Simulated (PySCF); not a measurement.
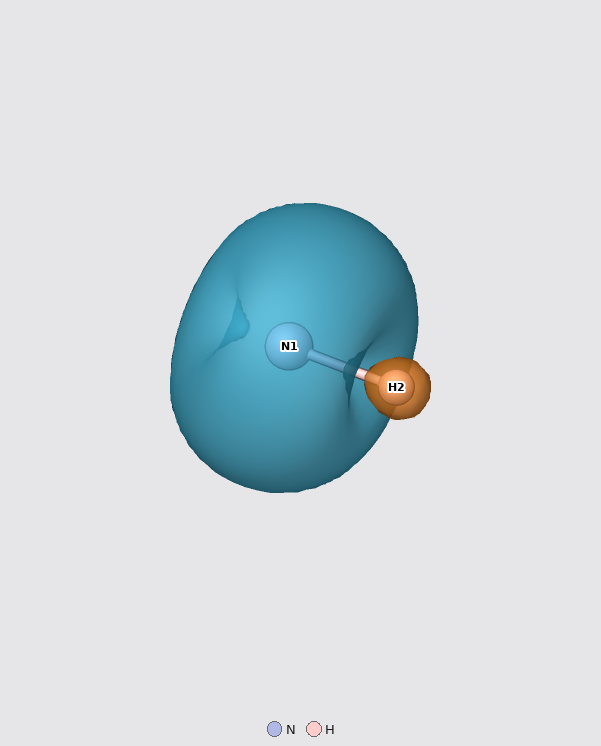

HN, triplet, SMILES `[NH]`. Spin density ρα − ρβ at ±0.05 e/Å³ (light blue: excess α, orange: excess β).

Level of theory: PBE0/def2-SVPD (PySCF), at a geometry from GFN2-xTB. No frequency check shows the geometry to be a minimum. The stability of the open-shell solution wasn't checked. GFN2-xTB doesn't know the spin state, so this open-shell geometry is rough.

Question: Where is the unpaired spin?

Answer: Hirshfeld spin populations: N1 +1.88 and H2 +0.12. ⟨S²⟩ = 2.01, as for a pure state.
